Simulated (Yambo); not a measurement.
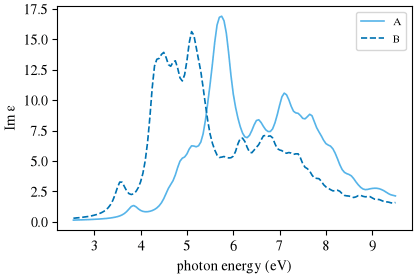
Figure. Two computed absorption spectra of MgTe (wurtzite, space group P6_3mc, No. 186) (Yambo, PBE bands with the same scissor, field along x)

Axes are Cartesian, with cell vectors (Å) (4.56, 0.00, 0.00), (-2.28, 3.95, 0.00), (0.00, 0.00, 7.40).

Question: Which curve includes the electron-hole attraction (BSE)?

Answer: Curve B: the attraction moves weight to lower energy (centre of the plotted range 5.8 eV against 6.6 eV). Settings: 6×6×4 mesh, 6 valence and 10 conduction bands, static screening with 76 bands and a 4 Ry block, scissor 1.32 eV, Tamm-Dancoff. The scissor comes from a G0W0 run whose convergence isn't established. Broadening 0.15 eV. The band window holds all transitions up to 9.5 eV. On this mesh the peak heights and the fine structure are mesh artefacts; only the shift of weight is robust.

Bands and orbitals come from the standard potentials; the scissor and the G0W0 gaps come from a run at the same geometry on the stringent ones, which hold whole semicore shells in the valence.

Spin-orbit coupling is not included.

Geometry relaxed with PBEsol; primitive cell a = 4.5626 Å, b = 4.5626 Å, c = 7.4041 Å, α = 90.00°, β = 90.00°, γ = 120.00°.
